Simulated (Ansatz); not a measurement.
```xyz
10

Si   -1.0543   -0.3054   -0.0517
Br   -0.2230   -1.4469   -1.8334
H    -2.2207   -1.0959    0.4241
H    -1.5106    1.0110   -0.5690
C     0.2821   -0.1492    1.2456
H     1.2871    0.5857   -2.0494
Cl    1.7840    1.7349   -1.7029
H    -0.1081    0.3985    2.1204
H     1.1387    0.4088    0.8380
H     0.6249   -1.1413    1.5783
```

Level of theory: Ansatz, RKS B3LYP-D4/def2-SVP.

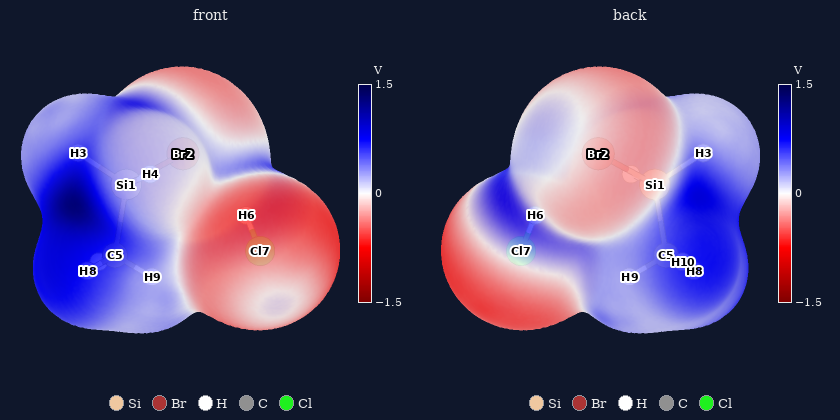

CH₅BrSi···HCl. The electrostatic potential painted on the density surface at 0.001 e/bohr³, seen from the front and from behind; red is negative and blue positive.

Describe the electrostatic potential map.

The most negative region (about −0.6 V, or −14 kcal/mol for a unit charge) lies over Cl7, the most positive (about +1.2 V, or +28 kcal/mol for a unit charge) over Si1.
